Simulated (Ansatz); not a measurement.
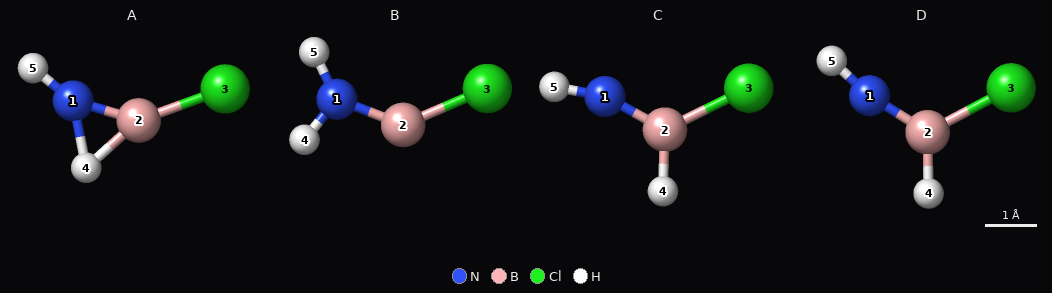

4 geometries from a converged minimum-energy path of BNH2Cl (multiplicity 2), shuffled. Style: ball-and-stick. Shown face on.

Method: Ansatz 0.2.0, UKS PBE/6-31G. Run with 5 movable images; climbing image; force threshold 0.03 eV/Å; iteration limit 60; starting path through a guess of the saddle point.

Question: Which of them lies highest in energy?

Answer: A. In order along the path, whose images run from 0 to 6: B (image 1, +0.20 eV), A (image 3, +2.05 eV), C (image 5, +0.49 eV), D (image 6, +0.47 eV). A hydrogen atom shifts from one atom to another. Breaking: N1–H4 (1.02 → 1.34 at the top → 2.24 Å). Forming: B2–H4 (2.11 → 1.39 at the top → 1.20 Å).

Cost: 3.2 min on 1 thread of AMD EPYC (Zen 3), on a shared host, peak memory 0.11 GiB.
